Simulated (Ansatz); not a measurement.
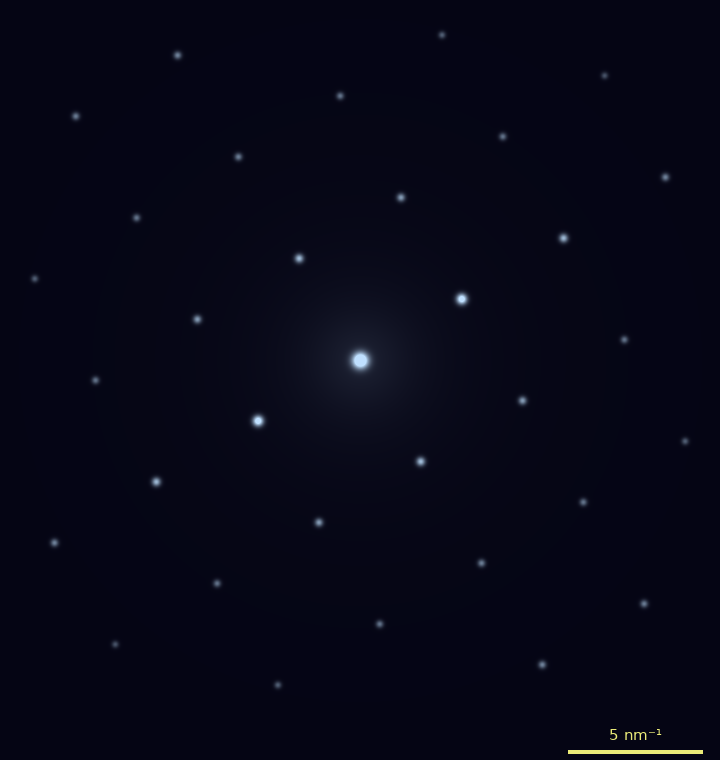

Computed electron diffraction pattern, 80 kV, single scattering only, B = 0.3 Å².

It belongs to Ga, space group Cmce (No. 64), a = 4.49 Å, b = 7.59 Å, c = 4.51 Å. Structure: the end point of a relaxation at fixed volume with DFT r2SCAN, scalar-relativistic, plane waves, PAW in Ansatz.

```json
{"atom": "Ga", "site": "8f", "symmetry": "m..", "x": "0.5000", "y": "0.1562", "z": "0.5837"}
```

**Determine the zone axis from the geometry of the pattern.**

The spots form a rectangular net (close to square) whose two shortest vectors correspond to d = 2.25 Å and 2.25 Å, 90.0° apart. They index as 0 0 2 and 2 0 0, so the zone axis is [010].
